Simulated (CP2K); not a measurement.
# SiNH3 (SMILES N[SiH]) at PM6

Aim: the vertical ionisation energy of SiNH3 at PM6, from 2 runs. 

The results are computed with CP2K 2026.2.

2 further runs of the same task are left out: 2 set aside as unsound or not needed.

## 1. The molecule

SiNH3 has 5 atoms, charge 0, and is taken as a singlet. As SMILES, `N[SiH]`. The shape is that of a GFN2-xTB optimisation. This is one conformer, not always the lowest.

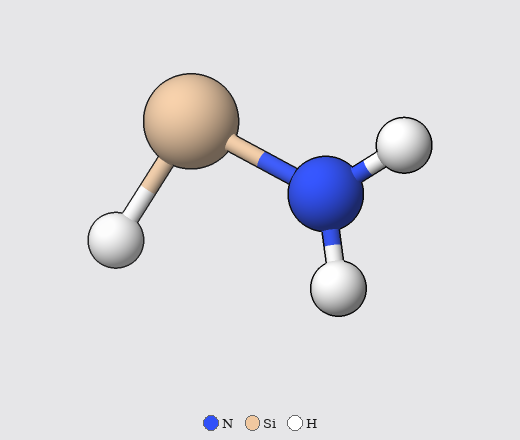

The structure, seen from a chosen angle (nitrogen blue, silicon light orange, hydrogen white).

## 2. Energy and gradient at PM6

Contents of molecule.inp:

```
&GLOBAL
   PROJECT_NAME molecule
   RUN_TYPE ENERGY_FORCE
   PRINT_LEVEL MEDIUM
&END

&FORCE_EVAL
   METHOD QS
   &DFT
      # Quickstep
      &QS
         METHOD PM6
         EPS_DEFAULT 1.0E-10
         &SE
            &COULOMB
               CUTOFF [angstrom] 50
               RC_RANGE [angstrom] 0
            &END
            &EXCHANGE
               CUTOFF [angstrom] 50
               RC_RANGE [angstrom] 0
            &END
         &END
      &END
      &POISSON
         PERIODIC NONE
         POISSON_SOLVER ANALYTIC
      &END
      &SCF
         SCF_GUESS ATOMIC
         EPS_SCF 1.0E-07
         MAX_SCF 80
         ADDED_MOS 8
         &DIAGONALIZATION
            ALGORITHM STANDARD
         &END
         &MIXING
            METHOD DIRECT_P_MIXING
            ALPHA 0.4
         &END
      &END
      &PRINT
         &MOMENTS
            PERIODIC F
            REFERENCE COM
            MAX_MOMENT 1
         &END
         &MO ON
            ENERGIES T
            OCCUPATION_NUMBERS T
            NDIGITS 6
            &EACH
               QS_SCF 0
            &END
            ADD_LAST NUMERIC
         &END
         &HIRSHFELD OFF
         &END
      &END
   &END
   # structure
   &SUBSYS
      &CELL
         ABC 12.1 12.4 11.2
         PERIODIC NONE
      &END
      &COORD
         SCALED T
         N    0.47101198   0.45200161   0.51023884
         Si   0.49614669   0.58621855   0.53405938
         H    0.51132190   0.40375403   0.45201205
         H    0.41226570   0.41100968   0.55468348
         H    0.58773430   0.59624597   0.44531652
      &END
   &END
   # extra output
   &PRINT
      &FORCES ON
      &END
   &END
&END
```

Launch:

```
$ OMP_NUM_THREADS=1 cp2k.psmp -i molecule.inp -o molecule.out
```

Log, shortened:

```text
CP2K| version string:                                       CP2K version 2026.2
[...]
 GLOBAL| Method name                                                        CP2K
[...]
 GLOBAL| Run type                                                   ENERGY_FORCE
[...]
                             - Atoms:                                          5
[...]
                             - Spherical basis functions:                     16
[...]
 Number of electrons:                                                         12
[...]
     1 P_Mix/Diag. 0.40E+00    0.0     0.86216638        -7.7605634848 -7.76E+00
[...]
    21 DIIS/Diag.  0.42E-07    0.0     0.00000007       -10.7098479061  7.11E-15
  *** SCF run converged in    21 steps ***
  Core-core repulsion energy [eV]:                            336.15340145417684
  Core Hamiltonian energy [eV]:                              -461.12695938775994
  Two-electron integral energy [eV]:                         -332.91244896937110
  Electronic energy [eV]:                                    -627.58318387244549
  Total energy [eV]:                                         -291.42978241826864
  Atomic reference energy [eV]:                               293.49903341714082
  Heat of formation [kcal/mol]:                                47.71806541638917
[...]
 SE_DIPOLE| Moment [Debye]         -0.15319088       1.62658274       0.67541562
 SE_DIPOLE| Derivative [a.u.]       0.00000000       0.00000000       0.00000000
 ENERGY| Total FORCE_EVAL ( QS ) energy [hartree]            -10.709847906101698
 FORCES| Atomic forces [hartree/bohr]
 FORCES|   Atom     x               y               z               |f|
 FORCES|      1 -5.77130144E-03 -2.31326715E-02 -2.11361825E-03   2.39352417E-02
 FORCES|      2  1.13909919E-03  2.50828844E-02  7.19746137E-03   2.61199557E-02
 FORCES|      3 -4.03191875E-03 -5.05179657E-03  2.04170250E-03   6.77831590E-03
 FORCES|      4 -1.65023764E-03 -6.61764756E-03 -7.02167451E-04   6.85635345E-03
 FORCES|      5  1.03143586E-02  9.71923131E-03 -6.42337817E-03   1.55598599E-02
 FORCES| Sum    -6.24500451E-17  0.00000000E+00 -2.77555756E-17
 FORCES| Total atomic force                                       6.83401794E-17
[...]
```

It took 1.2 s on 1 thread of AMD EPYC 7R43 (Zen 3), shared host; peak memory 0.18 GiB.

## 3. The doublet cation, same level

Contents of gas.inp:

```
&GLOBAL
    PROJECT_NAME gas
    RUN_TYPE ENERGY_FORCE
    PRINT_LEVEL MEDIUM
&END GLOBAL

&FORCE_EVAL
    METHOD Quickstep
    &DFT
        CHARGE 1
        MULTIPLICITY 2
        UNRESTRICTED_KOHN_SHAM T
        &QS
            METHOD PM6
            EPS_DEFAULT 1.0E-10
            &SE
                &COULOMB
                    CUTOFF [angstrom] 50
                    RC_RANGE [angstrom] 0
                &END COULOMB
                &EXCHANGE
                    CUTOFF [angstrom] 50
                    RC_RANGE [angstrom] 0
                &END EXCHANGE
            &END SE
        &END QS
        &POISSON
            PERIODIC NONE
            POISSON_SOLVER ANALYTIC
        &END POISSON
        &SCF
            SCF_GUESS ATOMIC
            EPS_SCF 1.0E-07
            MAX_SCF 80
            ADDED_MOS 8
            &DIAGONALIZATION
                ALGORITHM STANDARD
            &END DIAGONALIZATION
            &MIXING
                METHOD DIRECT_P_MIXING
                ALPHA 0.4
            &END MIXING
        &END SCF
        &PRINT
            &MOMENTS
                PERIODIC F
                REFERENCE COM
                MAX_MOMENT 1
            &END MOMENTS
            &MO ON
                ENERGIES T
                OCCUPATION_NUMBERS T
                NDIGITS 6
                &EACH
                    QS_SCF 0
                &END EACH
                ADD_LAST NUMERIC
            &END MO
            &HIRSHFELD OFF
            &END HIRSHFELD
        &END PRINT
    &END DFT
    &SUBSYS
        &CELL
            ABC 12.1 12.4 11.2
            PERIODIC NONE
        &END CELL
        &COORD
            SCALED T
            N    0.47101198   0.45200161   0.51023884
            Si   0.49614669   0.58621855   0.53405938
            H    0.51132190   0.40375403   0.45201205
            H    0.41226570   0.41100968   0.55468348
            H    0.58773430   0.59624597   0.44531652
        &END COORD
    &END SUBSYS
    &PRINT
        &FORCES ON
        &END FORCES
    &END PRINT
&END FORCE_EVAL
```

Launch:

```
$ OMP_NUM_THREADS=1 cp2k.psmp -i gas.inp > gas.out 2>&1
```

Log, shortened:

```text
CP2K| version string:                                       CP2K version 2026.2
[...]
 GLOBAL| Method name                                                        CP2K
[...]
 GLOBAL| Run type                                                   ENERGY_FORCE
[...]
                             - Atoms:                                          5
[...]
                             - Spherical basis functions:                     16
[...]
 Number of electrons:                                                          6
[...]
     1 P_Mix/Diag. 0.40E+00    0.0     0.47188544        -7.4892200542 -7.49E+00
[...]
    21 DIIS/Diag.  0.70E-07    0.0     0.00000009       -10.4387744435 -1.63E-13
  *** SCF run converged in    21 steps ***
  Core-core repulsion energy [eV]:                            336.15340145417684
  Core Hamiltonian energy [eV]:                              -440.50301278363179
  Two-electron integral energy [eV]:                         -359.40777408777944
  Electronic energy [eV]:                                    -620.20689982752151
  Total energy [eV]:                                         -284.05349837334467
  Atomic reference energy [eV]:                               293.49903341714082
  Heat of formation [kcal/mol]:                               217.81922993311625
[...]
 SE_DIPOLE| Moment [Debye]          0.11017005      -1.86045095      -0.72454594
 SE_DIPOLE| Derivative [a.u.]       0.00000000       0.00000000       0.00000000
 ENERGY| Total FORCE_EVAL ( QS ) energy [hartree]            -10.438774443472751
 FORCES| Atomic forces [hartree/bohr]
 FORCES|   Atom     x               y               z               |f|
 FORCES|      1 -9.28753972E-03  1.85063966E-02  1.49384670E-02   2.55323894E-02
 FORCES|      2  1.39753205E-02 -1.60669230E-02 -1.84098147E-02   2.81491896E-02
 FORCES|      3  1.27911399E-03 -5.82141086E-03 -3.15970784E-03   6.74601443E-03
 FORCES|      4 -4.40611919E-03 -1.17235460E-02  1.83339583E-04   1.25255352E-02
 FORCES|      5 -1.56077562E-03  1.51054833E-02  6.44771601E-03   1.64980207E-02
 FORCES| Sum    -4.85722573E-17 -2.77555756E-16 -2.77555756E-17
 FORCES| Total atomic force                                       2.83137482E-16
[...]
```

Wall time 1.1 s (1 thread of AMD EPYC 7R43 (Zen 3), shared host); peak memory 0.18 GiB.

## 4. Summary of results

At PM6:

```
                                                 quantity           value
                              singlet SiNH3: total energy    -10.70985 Eh
                             singlet SiNH3: dipole moment          1.77 D
                               singlet SiNH3: HOMO energy        -7.49 eV
                               singlet SiNH3: LUMO energy        -0.80 eV
                             singlet SiNH3: HOMO–LUMO gap         6.69 eV
 singlet SiNH3: heat of formation at this unrelaxed shape   47.7 kcal/mol
                  singlet SiNH3: largest force on an atom      1.343 eV/Å
                             doublet cation: total energy    -10.43877 Eh
       doublet cation: HOMO energy (highest over α and β)       -13.41 eV
        doublet cation: LUMO energy (lowest over α and β)        -7.26 eV
doublet cation: heat of formation at this unrelaxed shape  217.8 kcal/mol
                 doublet cation: largest force on an atom      1.447 eV/Å
       vertical ionisation energy (to the doublet cation)        7.376 eV
```

What this shows: Removing an electron at fixed nuclei costs 7.38 eV (170 kcal/mol). The largest force (singlet SiNH3) is 1.34 eV/Å: the shape isn't a stationary point for this species at this level.
